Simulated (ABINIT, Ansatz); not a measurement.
# SrW (Pm-3m): phonons by linear response

How does SrW (Pm-3m) vibrate, and is this structure a minimum?

Main program and level: ABINIT 10.8.3; DFT PBE, scalar-relativistic, plane waves, SPMS norm-conserving pseudopotentials.

The structure was built from a prototype and need not be the compound's stable phase.

## (1) Set-up

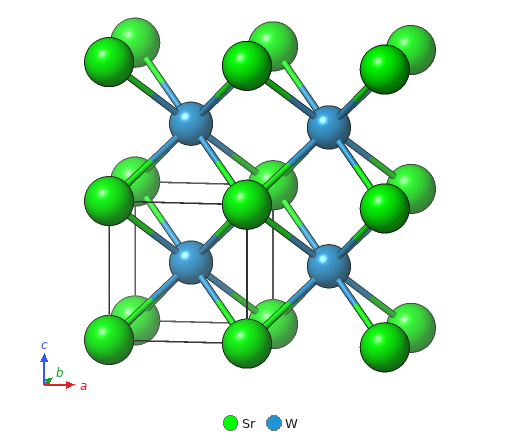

The cell as given, slightly off an axis (strontium green, tungsten blue). 2×1×2 cells are drawn. Some periodic images of atoms are drawn too.

## (2) A probe with smearing

A first run with smearing and empty bands tells whether the crystal has a gap, which decides between fixed occupations and smearing later on.

The input, probe.abi:

```
# ground state
tolvrs 1.0d-08
prtden 1
prtwf 1

# basis, mesh and filling
ecut 30.0
ngkpt 4 4 4
nshiftk 1
shiftk 0.0 0.0 0.0
istwfk *1
occopt 7
tsmear 0.005
nband 19
nstep 100
diemac 9.0
prtebands 0
prtgsr 0
useylm 1

# cell and atoms
acell 3*1.0 Angstrom
rprim 
    4.06679506 0.0 0.0
    0.0 4.06679506 0.0
    0.0 0.0 4.06679506
ntypat 2
znucl 38 74
natom 2
typat 1 2
xred 
    0.0 0.0 0.0
    0.5 0.5 0.5
pp_dirpath "./pseudo"
pseudos "Sr.psp8, W.psp8"
```

Command:

```sh
> OMP_NUM_THREADS=1 mpirun -n 4 abinit probe.abi > probe.log
```

Numbers of over 12 decimals in the logs are rounded to 6 here.

probe.abo, the main output file:

```text
[banners, grids, parts of the stress and lines that vanish by symmetry left out]
- input  file    -> probe.abi
- output file    -> probe.abo
- root for input  files -> probei
[...]
Symmetries : space group Pm -3 m (#221); Bravais cP (primitive cubic)
[...]
mpw =        3585          nfft =       64000          nkpt =          10
[...]
== DATASET  1 ==================================================================
[...]
cutoff_energies: {ecut:  30.0, pawecutdg:  -1.0, }
[...]
Exchange-correlation functional for the present dataset will be:
  GGA: Perdew-Burke-Ernzerhof functional - ixc=11
[...]
ETOT  1  -110.36966919251    -1.104E+02 4.228E-02 6.983E+01
 ETOT  2  -110.39555974817    -2.589E-02 3.128E-03 1.552E+02
 ETOT  3  -110.42751403130    -3.195E-02 7.352E-04 3.118E-01
 ETOT  4  -110.42757482458    -6.079E-05 2.165E-03 4.012E-03
 ETOT  5  -110.42757563524    -8.107E-07 1.350E-04 1.350E-04
 ETOT  6  -110.42757565310    -1.786E-08 4.900E-04 1.189E-05
 ETOT  7  -110.42757565514    -2.037E-09 1.424E-04 1.538E-07
 ETOT  8  -110.42757565516    -2.252E-11 3.558E-04 1.192E-09
 At SCF step    8       vres2   =  1.19E-09 < tolvrs=  1.00E-08 =>converged.
[...]
sigma(1 1)=  3.10530247E-04  sigma(3 2)=  0.00000000E+00
  sigma(2 2)=  3.10530247E-04  sigma(3 1)=  0.00000000E+00
  sigma(3 3)=  3.10530247E-04  sigma(2 1)=  0.00000000E+00
[...]
convergence: {deltae: -2.252E-11, res2:  1.192E-09, residm:  3.558E-04, diffor: null, }
etotal    :  -1.10427576E+02
[...]
sigma(1 1)=  3.10530247E-04  sigma(3 2)=  0.00000000E+00
  sigma(2 2)=  3.10530247E-04  sigma(3 1)=  0.00000000E+00
  sigma(3 3)=  3.10530247E-04  sigma(2 1)=  0.00000000E+00
[...]
- sigma(1 1)=  9.13611528E+00  sigma(3 2)=  0.00000000E+00
- sigma(2 2)=  9.13611528E+00  sigma(3 1)=  0.00000000E+00
- sigma(3 3)=  9.13611528E+00  sigma(2 1)=  0.00000000E+00
[...]
fcart     -0.0000000000E+00 -0.0000000000E+00 -0.0000000000E+00
           strten      3.1053024650E-04  3.1053024650E-04  3.1053024650E-04
================================================================================

[key lines of the parts left out:]
pressure_GPa:  -9.1361E+00
```

The job ended after 26 s (4 MPI ranks of Intel Xeon at 2.50GHz (Skylake/Cascade Lake), shared host).

This step gave:

```yaml
volume_per_atom: 33.63 Å³
pressure: -9.136 GPa
gap_on_the_k_mesh: 0 eV
```

No gap opens on this mesh, so smearing is kept; the printed pressure holds the stress of the finite basis too.

## (3) Rough relaxation

The typed start is rough, so a first relaxation with smearing and loose thresholds takes it towards rest cheaply.

The input, prerelax.abi:

```
# relaxation
ionmov 2
optcell 2
dilatmx 1.15
chkdilatmx 0
ntime 40
tolmxf 3.0d-04
tolvrs 1.0d-10
prtwf 0
prtden 0
chksymtnons 0

# basis, mesh and filling
ecut 31.0
ecutsm 3.0
ngkpt 4 4 4
nshiftk 1
shiftk 0.0 0.0 0.0
istwfk *1
occopt 7
tsmear 0.005
nband 19
nstep 100
diemac 1000000.0
prtebands 0
prtgsr 0
useylm 1

# cell and atoms
acell 3*1.0 Angstrom
rprim 
    4.06679506 0.0 0.0
    0.0 4.06679506 0.0
    0.0 0.0 4.06679506
ntypat 2
znucl 38 74
natom 2
typat 1 2
xred 
    0.0 0.0 0.0
    0.5 0.5 0.5
pp_dirpath "./pseudo"
pseudos "Sr.psp8, W.psp8"
```

Command:

```sh
> OMP_NUM_THREADS=1 mpirun -n 4 abinit prerelax.abi > prerelax.log
```

prerelax.abo, the main output file:

```text
[banners, grids, parts of the stress and lines that vanish by symmetry left out]
- input  file    -> prerelax.abi
- output file    -> prerelax.abo
- root for input  files -> prerelaxi
[...]
Symmetries : space group Pm -3 m (#221); Bravais cP (primitive cubic)
[...]
mpw =        5716          nfft =      110592          nkpt =          10
[...]
== DATASET  1 ==================================================================
[...]
cutoff_energies: {ecut:  31.0, pawecutdg:  -1.0, }
[...]
Exchange-correlation functional for the present dataset will be:
  GGA: Perdew-Burke-Ernzerhof functional - ixc=11
[...]
ETOT  1  -110.37156284192    -1.104E+02 6.667E-02 1.169E+02
 ETOT  2  -110.40555112388    -3.399E-02 3.104E-03 1.813E+02
 ETOT  3  -110.42755070733    -2.200E-02 4.433E-04 2.343E-01
 ETOT  4  -110.42757513336    -2.443E-05 2.124E-04 4.243E-03
[...]
ETOT  8  -110.44947221110    -2.260E-12 1.872E-09 2.952E-12
 At SCF step    8       vres2   =  2.95E-12 < tolvrs=  1.00E-10 =>converged.
[...]
sigma(1 1)= -1.56490832E-07  sigma(3 2)=  0.00000000E+00
  sigma(2 2)= -1.56490832E-07  sigma(3 1)=  0.00000000E+00
  sigma(3 3)= -1.56490832E-07  sigma(2 1)=  0.00000000E+00
[...]
convergence: {deltae: -2.260E-12, res2:  2.952E-12, residm:  1.872E-09, diffor: null, }
etotal    :  -1.10449472E+02
[...]
At Broyd/MD step   6, gradients are converged :
[...]
sigma(1 1)= -1.56490832E-07  sigma(3 2)=  0.00000000E+00
  sigma(2 2)= -1.56490832E-07  sigma(3 1)=  0.00000000E+00
  sigma(3 3)= -1.56490832E-07  sigma(2 1)=  0.00000000E+00
[...]
- sigma(1 1)= -4.60411923E-03  sigma(3 2)=  0.00000000E+00
- sigma(2 2)= -4.60411923E-03  sigma(3 1)=  0.00000000E+00
- sigma(3 3)= -4.60411923E-03  sigma(2 1)=  0.00000000E+00
[...]
fcart     -0.0000000000E+00 -0.0000000000E+00 -0.0000000000E+00
           strten     -1.5649083175E-07 -1.5649083175E-07 -1.5649083176E-07
================================================================================

[key lines of the parts left out:]
pressure_GPa:   4.6041E-03
Total energy (etotal) [Ha]= -1.10449472211102E+02
```

The job ended after 4.2 min (4 MPI ranks; 13 min of CPU time).

The steps of the relaxation:

| step | energy less that of the first step (eV) | largest force (eV/Å) | volume (Å³) |
| --- | --- | --- | --- |
| 1 | 0.0000 | 0.0000 | 67.26 |
| 2 | -0.1038 | 0.0000 | 65.40 |
| 3 | -0.4415 | 0.0000 | 44.57 |
| 4 | -0.5868 | 0.0000 | 52.39 |
| 5 | -0.5958 | 0.0000 | 50.87 |
| 6 | -0.5958 | 0.0000 | 50.72 |

| conventional cell, symmetrised | before | after | change |
| --- | --- | --- | --- |
| a (Å) | 4.067 | 3.702 | -9.0 % |
| b (Å) | 4.067 | 3.702 | -9.0 % |
| c (Å) | 4.067 | 3.702 | -9.0 % |
| volume (Å³/atom) | 33.63 | 25.36 | -24.6 % |

The relaxed structure:

```xyz
2
Lattice="3.7017 0.0000 0.0000 0.0000 3.7017 0.0000 0.0000 0.0000 3.7017" Properties=species:S:1:pos:R:3 pbc="T T T"
Sr    0.0000    0.0000    0.0000
W     1.8508    1.8508    1.8508
```

This step gave:

```
volume per atom : 25.36 Å³
pressure        : 0.004604 GPa
```

The volume changes by -24.6 % in this run and stands -24.6 % from the first cell.

## (4) Rough relaxation

The cell changed much, so the rough relaxation is repeated on a basis made for the new cell.

Edit prerelax.abi of step 3 so:

```diff
@@ -31,5 +31,5 @@
 rprim 
-    4.06679506 0.0 0.0
-    0.0 4.06679506 0.0
-    0.0 0.0 4.06679506
+    3.701679063 0.0 0.0
+    0.0 3.701679063 0.0
+    0.0 0.0 3.701679063
 ntypat 2
```

prerelax.abo, the main output file:

```text
[banners, grids, parts of the stress and lines that vanish by symmetry left out]
- input  file    -> prerelax.abi
- output file    -> prerelax.abo
- root for input  files -> prerelaxi
[...]
Symmetries : space group Pm -3 m (#221); Bravais cP (primitive cubic)
[...]
mpw =        4337          nfft =       91125          nkpt =          10
[...]
== DATASET  1 ==================================================================
[...]
cutoff_energies: {ecut:  31.0, pawecutdg:  -1.0, }
[...]
Exchange-correlation functional for the present dataset will be:
  GGA: Perdew-Burke-Ernzerhof functional - ixc=11
[...]
ETOT  1  -110.39986214705    -1.104E+02 4.538E-02 1.171E+02
 ETOT  2  -110.43433895761    -3.448E-02 2.033E-02 1.260E+02
 ETOT  3  -110.44945728797    -1.512E-02 7.442E-03 1.097E-01
 ETOT  4  -110.44947198957    -1.470E-05 1.016E-04 1.893E-03
 ETOT  5  -110.44947220229    -2.127E-07 4.463E-05 1.033E-04
 ETOT  6  -110.44947221093    -8.638E-09 2.586E-05 4.745E-06
 ETOT  7  -110.44947221141    -4.856E-10 1.440E-05 9.009E-09
 ETOT  8  -110.44947221141    -1.023E-12 1.680E-05 4.058E-11
 At SCF step    8       vres2   =  4.06E-11 < tolvrs=  1.00E-10 =>converged.
[...]
sigma(1 1)= -1.56286602E-07  sigma(3 2)=  0.00000000E+00
  sigma(2 2)= -1.56286602E-07  sigma(3 1)=  0.00000000E+00
  sigma(3 3)= -1.56286602E-07  sigma(2 1)=  0.00000000E+00
[...]
convergence: {deltae: -1.023E-12, res2:  4.058E-11, residm:  1.680E-05, diffor: null, }
etotal    :  -1.10449472E+02
[...]
At Broyd/MD step   1, gradients are converged :
[...]
sigma(1 1)= -1.56286602E-07  sigma(3 2)=  0.00000000E+00
  sigma(2 2)= -1.56286602E-07  sigma(3 1)=  0.00000000E+00
  sigma(3 3)= -1.56286602E-07  sigma(2 1)=  0.00000000E+00
[...]
- sigma(1 1)= -4.59811059E-03  sigma(3 2)=  0.00000000E+00
- sigma(2 2)= -4.59811059E-03  sigma(3 1)=  0.00000000E+00
- sigma(3 3)= -4.59811059E-03  sigma(2 1)=  0.00000000E+00
[...]
fcart     -0.0000000000E+00 -0.0000000000E+00 -0.0000000000E+00
           strten     -1.5628660249E-07 -1.5628660249E-07 -1.5628660248E-07
================================================================================

[key lines of the parts left out:]
pressure_GPa:   4.5981E-03
Total energy (etotal) [Ha]= -1.10449472211413E+02
```

The job ended after 39 s (4 MPI ranks).

Little changed from the start: no atom moved by 0.005 Å and no cell edge by 0.1 %.

Numbers from this step:

- pressure: 0.004598 GPa

The volume changes by +0.0 % in this run and stands -24.6 % from the first cell.

## (5) Relaxation

The harmonic expansion needs vanishing forces, and a free crystal bears no stress, so cell and atoms are brought to rest. Stress is more sensitive to the basis than forces are: the last 3 Ha under the cutoff are smoothed with ecutsm, and the cutoff is raised above that of the later runs.

The input, relax.abi:

```
# relaxation
ionmov 2
optcell 2
dilatmx 1.08
ntime 40
tolmxf 1.0d-05
tolvrs 1.0d-14
prtwf 0
prtden 0
chksymtnons 0

# basis, mesh and filling
ecut 38.0
ecutsm 3.0
ngkpt 8 8 8
nshiftk 1
shiftk 0.0 0.0 0.0
istwfk *1
occopt 7
tsmear 0.01
nband 19
nstep 100
diemac 1000000.0
prtebands 0
prtgsr 0
useylm 1

# cell and atoms
acell 3*1.0 Angstrom
rprim 
    3.701679066 0.0 0.0
    0.0 3.701679066 0.0
    0.0 0.0 3.701679066
ntypat 2
znucl 38 74
natom 2
typat 1 2
xred 
    0.0 0.0 0.0
    0.5 0.5 0.5
pp_dirpath "./pseudo"
pseudos "Sr.psp8, W.psp8"
```

Command:

```sh
> OMP_NUM_THREADS=1 mpirun -n 4 abinit relax.abi > relax.log
```

relax.abo, the main output file:

```text
[banners, grids, parts of the stress and lines that vanish by symmetry left out]
- input  file    -> relax.abi
- output file    -> relax.abo
- root for input  files -> relaxi
[...]
Symmetries : space group Pm -3 m (#221); Bravais cP (primitive cubic)
[...]
mpw =        4849          nfft =       91125          nkpt =          35
[...]
== DATASET  1 ==================================================================
[...]
cutoff_energies: {ecut:  38.0, pawecutdg:  -1.0, }
[...]
Exchange-correlation functional for the present dataset will be:
  GGA: Perdew-Burke-Ernzerhof functional - ixc=11
[...]
ETOT  1  -110.39134758257    -1.104E+02 7.255E-02 1.330E+02
 ETOT  2  -110.42624258702    -3.490E-02 6.737E-03 1.656E+02
 ETOT  3  -110.44705247891    -2.081E-02 1.909E-03 5.274E-02
 ETOT  4  -110.44706151105    -9.032E-06 6.669E-04 6.022E-03
 ETOT  5  -110.44706227026    -7.592E-07 6.405E-04 9.959E-05
[...]
At SCF step   11       vres2   =  1.74E-15 < tolvrs=  1.00E-14 =>converged.
[...]
sigma(1 1)=  8.92902709E-07  sigma(3 2)=  0.00000000E+00
  sigma(2 2)=  8.92902709E-07  sigma(3 1)=  0.00000000E+00
  sigma(3 3)=  8.92902709E-07  sigma(2 1)=  0.00000000E+00
[...]
convergence: {deltae:  3.823E-12, res2:  1.741E-15, residm:  3.968E-05, diffor: null, }
etotal    :  -1.10447062E+02
[...]
ETOT  1  -110.44706202497    -1.104E+02 3.139E-05 2.037E-03
[...]
At SCF step    8       vres2   =  2.69E-15 < tolvrs=  1.00E-14 =>converged.
[...]
sigma(1 1)=  7.53013238E-07  sigma(3 2)=  0.00000000E+00
  sigma(2 2)=  7.53013238E-07  sigma(3 1)=  0.00000000E+00
  sigma(3 3)=  7.53013238E-07  sigma(2 1)=  0.00000000E+00
[...]
convergence: {deltae:  3.553E-13, res2:  2.689E-15, residm:  5.134E-06, diffor: null, }
etotal    :  -1.10447062E+02
[...]
ETOT  1  -110.44705432350    -1.104E+02 3.088E-06 5.891E-02
[...]
ETOT  8  -110.44706235837     5.713E-12 3.678E-07 8.212E-14
 ETOT  9  -110.44706235837    -2.402E-12 7.404E-07 1.493E-15
 At SCF step    9       vres2   =  1.49E-15 < tolvrs=  1.00E-14 =>converged.
[...]
sigma(1 1)= -4.42962798E-10  sigma(3 2)=  0.00000000E+00
  sigma(2 2)= -4.42962791E-10  sigma(3 1)=  0.00000000E+00
  sigma(3 3)= -4.42962771E-10  sigma(2 1)=  0.00000000E+00
[...]
convergence: {deltae: -2.402E-12, res2:  1.493E-15, residm:  7.404E-07, diffor: null, }
etotal    :  -1.10447062E+02
[...]
At Broyd/MD step   3, gradients are converged :
[...]
sigma(1 1)= -4.42962798E-10  sigma(3 2)=  0.00000000E+00
  sigma(2 2)= -4.42962791E-10  sigma(3 1)=  0.00000000E+00
  sigma(3 3)= -4.42962771E-10  sigma(2 1)=  0.00000000E+00
[...]
- sigma(1 1)= -1.30324155E-05  sigma(3 2)=  0.00000000E+00
- sigma(2 2)= -1.30324153E-05  sigma(3 1)=  0.00000000E+00
- sigma(3 3)= -1.30324147E-05  sigma(2 1)=  0.00000000E+00
[...]
fcart     -0.0000000000E+00 -0.0000000000E+00 -0.0000000000E+00
           strten     -4.4296279839E-10 -4.4296279145E-10 -4.4296277063E-10
================================================================================

[key lines of the parts left out:]
pressure_GPa:   1.3032E-05
Total energy (etotal) [Ha]= -1.10447062358371E+02
```

The job ended after 3.8 min (4 MPI ranks; 13 min of CPU time).

Little changed from the start: no atom moved by 0.005 Å and no cell edge by 0.1 %.

Read from the output:

```
volume per atom : 25.35 Å³
pressure        : 1.30e-5 GPa
```

The volume changes by -0.1 % in this run and stands -24.6 % from the first cell.

## (6) Self-consistent run for the response

The response is built on these wavefunctions, so the potential is converged far more tightly than an energy would need. Smearing stays on, as the first look found no gap above 0.3 eV.

The input, gs.abi:

```
# ground state
tolvrs 1.0d-16
prtden 1
prtwf 1

# basis, mesh and filling
ecut 30.0
ngkpt 8 8 8
nshiftk 1
shiftk 0.0 0.0 0.0
istwfk *1
occopt 7
tsmear 0.01
nband 19
nstep 100
diemac 1000000.0
prtebands 0
prtgsr 0
useylm 1

# cell and atoms
acell 3*1.0 Angstrom
rprim 
    3.70104643 0.0 0.0
    0.0 3.70104643 0.0
    0.0 0.0 3.70104643
ntypat 2
znucl 38 74
natom 2
typat 1 2
xred 
    0.0 0.0 0.0
    0.5 0.5 0.5
pp_dirpath "./pseudo"
pseudos "Sr.psp8, W.psp8"
```

Command:

```sh
> OMP_NUM_THREADS=1 mpirun -n 4 abinit gs.abi > gs.log
```

gs.abo, the main output file:

```text
[banners, grids, parts of the stress and lines that vanish by symmetry left out]
- input  file    -> gs.abi
- output file    -> gs.abo
- root for input  files -> gsi
[...]
Symmetries : space group Pm -3 m (#221); Bravais cP (primitive cubic)
[...]
mpw =        2730          nfft =       46656          nkpt =          35
[...]
== DATASET  1 ==================================================================
[...]
cutoff_energies: {ecut:  30.0, pawecutdg:  -1.0, }
[...]
Exchange-correlation functional for the present dataset will be:
  GGA: Perdew-Burke-Ernzerhof functional - ixc=11
[...]
ETOT  1  -110.38791888112    -1.104E+02 6.668E-02 7.311E+01
 ETOT  2  -110.42362568926    -3.571E-02 6.256E-03 9.581E+01
 ETOT  3  -110.44704196318    -2.342E-02 1.831E-03 3.855E-02
 ETOT  4  -110.44705718988    -1.523E-05 4.901E-04 2.364E-03
 ETOT  5  -110.44705775532    -5.654E-07 6.390E-05 1.387E-04
[...]
ETOT 11  -110.44705778306    -1.464E-12 1.462E-05 1.185E-15
 ETOT 12  -110.44705778306     5.542E-13 1.270E-05 9.281E-19
 At SCF step   12       vres2   =  9.28E-19 < tolvrs=  1.00E-16 =>converged.
[...]
sigma(1 1)= -6.05792899E-09  sigma(3 2)=  0.00000000E+00
  sigma(2 2)= -6.05792897E-09  sigma(3 1)=  0.00000000E+00
  sigma(3 3)= -6.05792898E-09  sigma(2 1)=  0.00000000E+00
[...]
convergence: {deltae:  5.542E-13, res2:  9.281E-19, residm:  1.270E-05, diffor: null, }
etotal    :  -1.10447058E+02
[...]
sigma(1 1)= -6.05792899E-09  sigma(3 2)=  0.00000000E+00
  sigma(2 2)= -6.05792897E-09  sigma(3 1)=  0.00000000E+00
  sigma(3 3)= -6.05792898E-09  sigma(2 1)=  0.00000000E+00
[...]
- sigma(1 1)= -1.78230424E-04  sigma(3 2)=  0.00000000E+00
- sigma(2 2)= -1.78230424E-04  sigma(3 1)=  0.00000000E+00
- sigma(3 3)= -1.78230424E-04  sigma(2 1)=  0.00000000E+00
[...]
fcart     -0.0000000000E+00 -0.0000000000E+00 -0.0000000000E+00
           strten     -6.0579289883E-09 -6.0579289744E-09 -6.0579289779E-09
================================================================================

[key lines of the parts left out:]
pressure_GPa:   1.7823E-04
```

The job ended after 50 s (4 MPI ranks).

This step gave:

* pressure: 1.78e-4 GPa

The cell stands at 1.8e-4 GPa, close enough for phonons.

(Continued in part 2 of 4.)

[Host names and launcher messages were left out of these logs when they were recorded.]

[Logs are printed without paths, hosts, clocks, repeated set-up lines and the standing remarks that a program may print on its own settings, such as how far it seeks lower states.]

[Hosts, paths, dates, database ids (printed as entryN), source tags and the programs' standing remarks are cut or masked in the printed files.]
